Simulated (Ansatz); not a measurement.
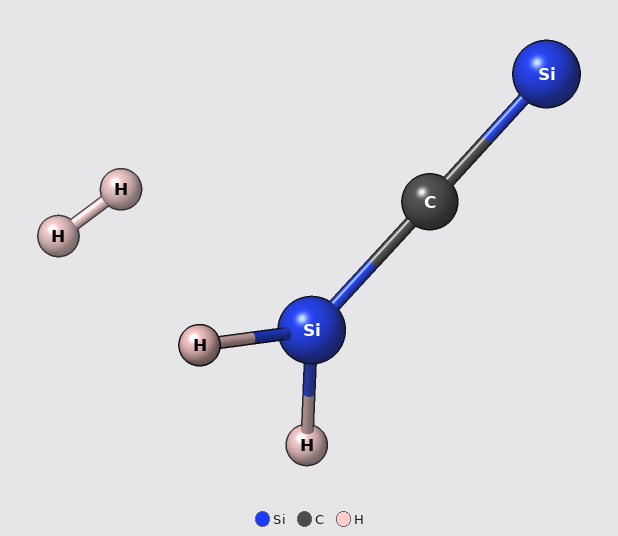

The structure as it stands in the input.

Input file:

```yaml
crystal:
  periodic: [false, false, false]
  atoms:
    - {symbol: Si, position_ang: [-2.018960, -1.390938, -0.599916]}
    - {symbol: C, position_ang: [-0.878451, -0.203934, -0.185209]}
    - {symbol: Si, position_ang: [0.277628, 0.988075, 0.234785]}
    - {symbol: H, position_ang: [2.404601, -0.878981, 0.676111]}
    - {symbol: H, position_ang: [1.183593, 1.686314, -0.741267]}
    - {symbol: H, position_ang: [0.513868, 1.500818, 1.628460]}
    - {symbol: H, position_ang: [3.015277, -0.468847, 0.903705]}
basis:
  gaussian: {orbitals: def2-TZVP}
hamiltonian: {xc: pbe0, dispersion: d4}
relax: {f_tol: 0.005, max_steps: 200}
```

Command:

```sh
ansatz run in.yaml --threads 2 --pin off --events-out ev --progress --plain --max-ram 4352MiB
```

What the program printed (its end):

```
mean field -16845.75299139 eV, -619.0700039720 hartree, gradient 2.0e-5 eV, S^2 0.000000; 1 other end points of the search recorded, 0 dependent functions left out
the calculation of the forces begins
reference -16845.75302253 eV, -619.0700051165 hartree; 19, 19 occupied and 110, 110 virtual orbitals, 892 factors
Total energy: -16845.88757404 eV, -619.0749497933 hartree
Atom 0 at    -2.071878    -1.314666    -0.610551 Å, force    -0.001804     0.001200    -0.000431 eV/Å
Atom 1 at    -0.914964    -0.184556    -0.194516 Å, force     0.003170    -0.001248     0.000783 eV/Å
Atom 2 at     0.249610     0.962921     0.225180 Å, force     0.000936    -0.002051     0.000199 eV/Å
Atom 3 at     2.531907    -0.914998     0.722653 Å, force    -0.000593    -0.000436    -0.000272 eV/Å
Atom 4 at     1.158867     1.636053    -0.735196 Å, force    -0.001085     0.001093    -0.000220 eV/Å
Atom 5 at     0.498045     1.450877     1.604442 Å, force    -0.001015     0.001129    -0.000271 eV/Å
Atom 6 at     3.045969    -0.403124     0.904657 Å, force     0.000392     0.000314     0.000211 eV/Å
Dipole moment:     0.311574     0.248870     0.107680 e Å
```
